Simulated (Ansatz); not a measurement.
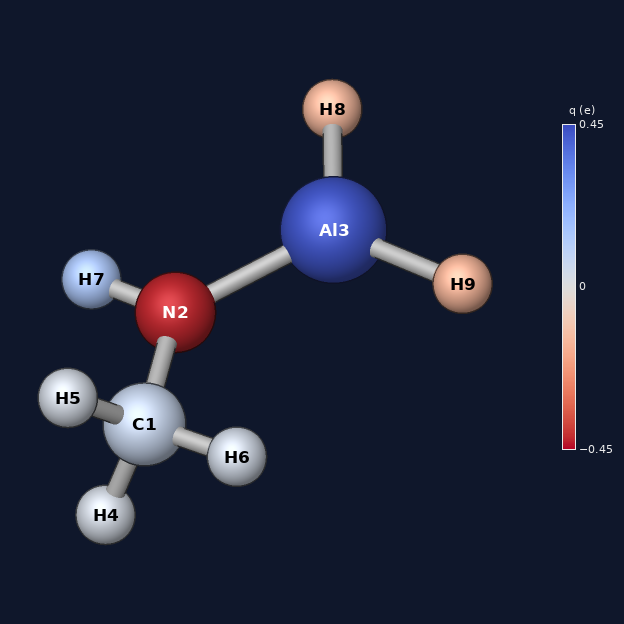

Atoms are coloured by their Mulliken charges. The computed structure is the end point of a PBE-D4/def2-SVP optimisation. No frequency run is at hand to confirm it as a minimum. Properties computed with RKS PBE-D4/def2-SVP (Ansatz 0.2.0).

List the Mulliken charges.

```tsv
atom	value (e)
C1	0.06
N2	−0.42
Al3	0.43
H4	0.03
H5	0.03
H6	0.04
H7	0.14
H8	−0.14
H9	−0.15
```

Mulliken values depend strongly on the basis set and can even reverse the polarity of a bond.
